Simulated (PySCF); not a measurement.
```xyz
15

C     2.3232    0.3633   -0.9113
C     2.1185   -0.7832   -0.1027
S     0.4065   -1.6079   -0.5980
C    -0.7484   -0.3847   -0.1230
C    -0.6136    0.5627    0.8478
S    -2.0111    1.5544    0.9993
C    -2.8225    0.6847   -0.2378
C    -2.0335   -0.2981   -0.7364
F    -2.4240   -1.1240   -1.7138
H     1.9151    1.3162   -0.6283
H     2.6849    0.2583   -1.9169
H     2.0156   -0.6106    0.9633
H     2.7752   -1.6212   -0.3171
H     0.2283    0.7543    1.4802
H    -3.8187    0.9437   -0.5328
```

Geometry: GFN2-xTB.

Method: UKS B3LYP, pcH-1 on C F H S, non-relativistic, mean-field spin-orbit, GIAO (PySCF).

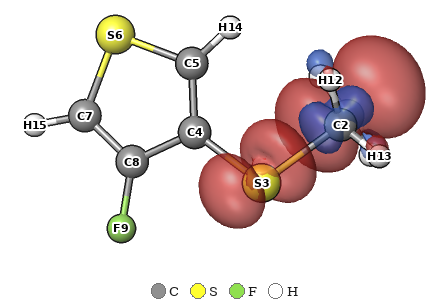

C6H6FS2 (SMILES [CH2]CSc1cscc1F) (doublet). Isosurfaces of the spin density at +0.02 (red) and −0.02 e/Å³ (blue), seen across its widest extent.

Describe the spin distribution.

Answer. The unpaired spin (1 electron) lies mostly on C1 (about 0.6) and S3 (about 0.2), in electrons by Hirshfeld's partition.
